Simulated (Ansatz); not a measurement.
Cl3GeH3OSi (SMILES Cl[Si](Cl)(Cl)[O][GeH3])

```
atom    x (Å)    y (Å)    z (Å)
  Cl  -0.6887   0.6472   4.9236
  Cl   2.5664   0.7767   4.2448
  Cl   0.7936  -1.8632   3.3196
  Ge   1.0741   1.0109   0.4916
   O   0.3895   0.8953   2.1502
  Si   0.7383   0.1698   3.5522
   H   0.1070   1.9286  -0.2613
   H   1.1095  -0.4104  -0.0875
   H   2.4802   1.6137   0.6192
```

Geometry: PBE0-D4/def2-SVP.

Computed with isolated molecule in a Gaussian basis; Kohn-Sham density functional theory, functional PBE0 in Ansatz.

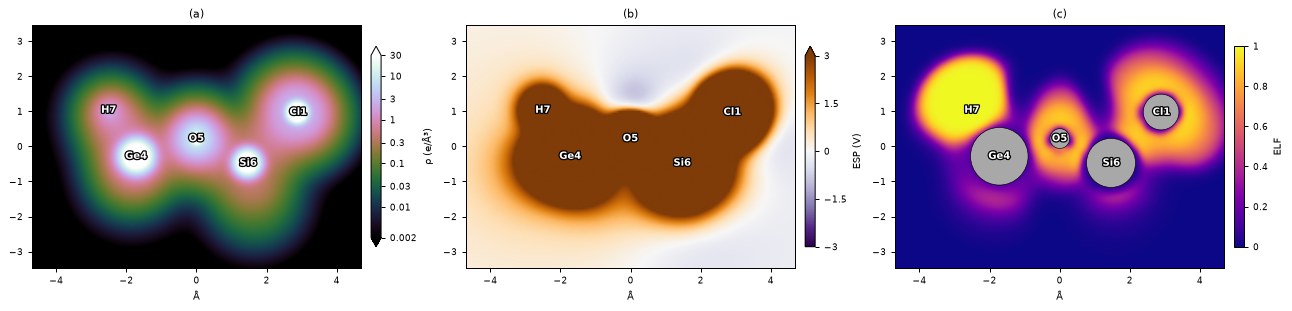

Figure 1. (a) electron density; (b) electrostatic potential; (c) ELF on the plane of atoms O5, Ge4 and H7. Grey discs cover the atomic cores in the ELF map.

Question: Describe what can be read from this map.

Answer:
- The plane passes through Cl, Ge, O, Si and H nuclei.
- Si–O (1.62 Å): ρ at the midpoint is about 1.2 e/Å³; the ELF peaks at about 0.85 between the atoms: a polar covalent bond.
- Ge–O (1.80 Å): the density is about 0.87 e/Å³ at the midpoint; the ELF peaks at about 0.85 in the valence shell of O, 0.6 Å from its nucleus, and is about 0.30 at the midpoint.
- Si–Cl (2.04 Å): the density is about 0.91 e/Å³ at the midpoint; the ELF peaks at about 0.90 between the atoms, as expected for a polar covalent bond.
- Ge–H (1.53 Å): the density is about 1.1 e/Å³ at the midpoint; the ELF climbs to about 1 towards the hydrogen.
- The ELF also peaks beside O5 and Cl1, away from the bonds: lone-pair regions.
- Outside the dense part of the molecule the potential is most negative (−0.9 V) near O5.

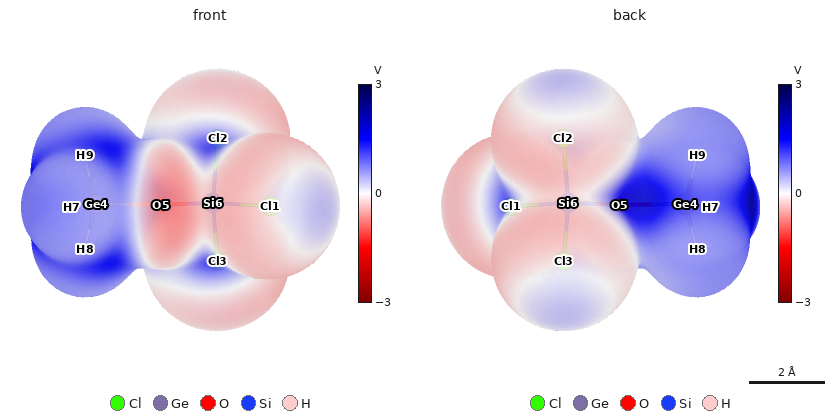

Figure 2. The molecular electrostatic potential painted on the density surface at 0.002 e/bohr³, seen from the front and from behind; red is negative and blue positive.

Question: Which sites attract a positive test charge, and which a negative one?

Answer: A positive charge is drawn to the negative regions and a negative charge to the positive ones. The most negative region (about −0.7 V) lies over O5, the most positive (about +2.1 V) over Ge4. Cl1 shows a σ-hole: about +0.4 V at the tip opposite its bond, against about −0.4 V on its flanks. Cl2 shows a σ-hole: about +0.4 V at the tip opposite its bond, against about −0.3 V on its flanks. Cl3 shows a σ-hole: about +0.3 V at the tip opposite its bond, against about −0.3 V on its flanks.

Question: What dipole moment does the calculation give?

Answer: Its dipole moment is 2.75 D.

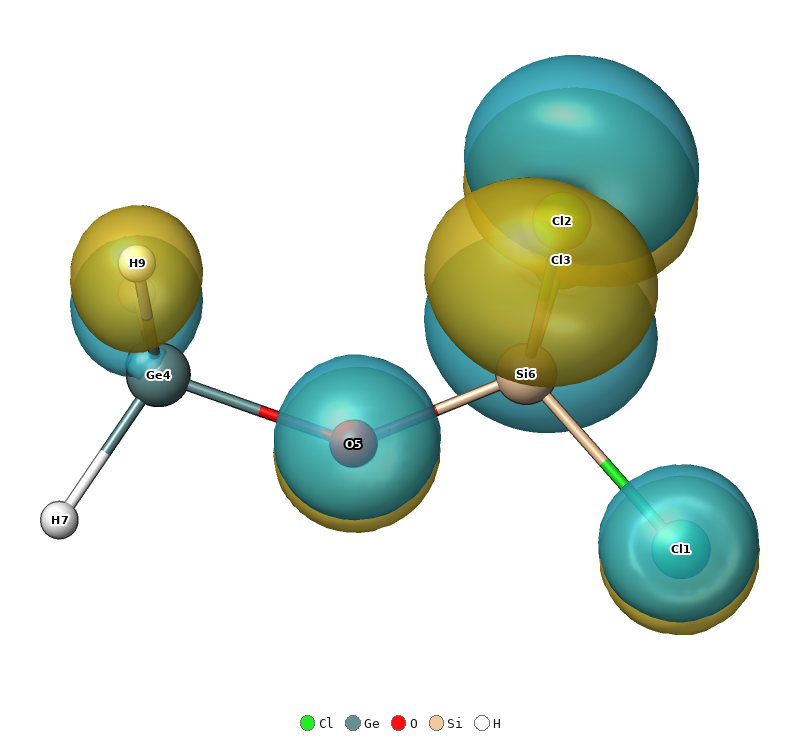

Figure 3. The HOMO at ±0.1 Å⁻³ᐟ² (yellow and cyan are the two phases), seen from one side.

Question: Where does this orbital lie, and at what energy?

Answer: Its weight (Hirshfeld) is mainly on Cl2 (about 35 %), Cl3 (about 35 %), O5 (about 15 %) and Cl1 (about 10 %); largely a combination of lone pairs on Cl2, Cl3, O5 and Cl1. Its energy is −9.25 eV.
